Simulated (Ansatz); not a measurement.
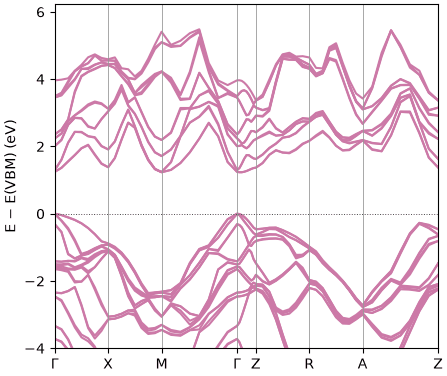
Figure. Band structure from PBEsol with spin–orbit coupling (plane waves, PAW; program Ansatz)

Read off the gap and where the band edges lie.

About 1.2 eV (1.23 eV by a search for the band edges); maximum at Γ, minimum on the Γ–Z line, 18 % of the way from Γ.

The material is Al3GaAs4 in space group P-4m2 (No. 115; Pearson symbol tP8).

The start of the workflow was typed in or built on a structure type; neither database checked (COD, Materials Project) lists it. Its standing as an ambient phase is unchecked. Symmetry was held in the PBEsol relaxation; its stability against distortions is not shown here.

Potentials: the earlier of the program's two PAW sets. The files were generated under PBE; for other functionals the program regenerates the frozen cores, and for LDA and PBEsol the local potential too.
